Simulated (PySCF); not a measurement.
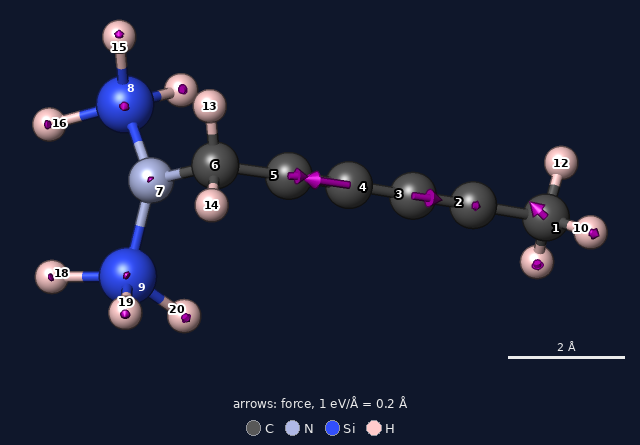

Starting geometry of C$_{6}$H$_{11}$NSi$_{2}$ with the computed forces as purple arrows. Style: ball-and-stick. Shown at a tilt.

The start comes from GFN2-xTB. Its atoms were then displaced at random by about 0.01 Å.

Computed with PBE0-D3(BJ)/def2-SVP geometry optimisation, gas phase in PySCF 2.14.0, density-fitted response routines. 

> What follows when this structure is relaxed?

It isn't relaxed: the largest force vector, on a C atom, is 4.83 eV/Å. The final displacements have little in common with the starting forces (cosine between the two patterns 0.13). The energy falls by 28.0 kJ/mol in 8 geometry steps. The atom that moves furthest after the best rigid fit is an H atom (0.26 Å). Largest moves by element: H 0.26 Å, Si 0.16 Å, C 0.13 Å, N 0.03 Å. Near-neighbour distances that change, for instance: C–C 1.311 → 1.371 Å, H–Si 1.460 → 1.496 Å, C–H 1.073 → 1.102 Å, N–Si 1.727 → 1.752 Å. Bond angles that change, for instance: H–C–H 111.8° → 107.8°, H–Si–H 111.7° → 108.8°, C–C–N 111.5° → 114.3°. Cost: 3 min on 1 thread of Arm Neoverse V1 (shared host).
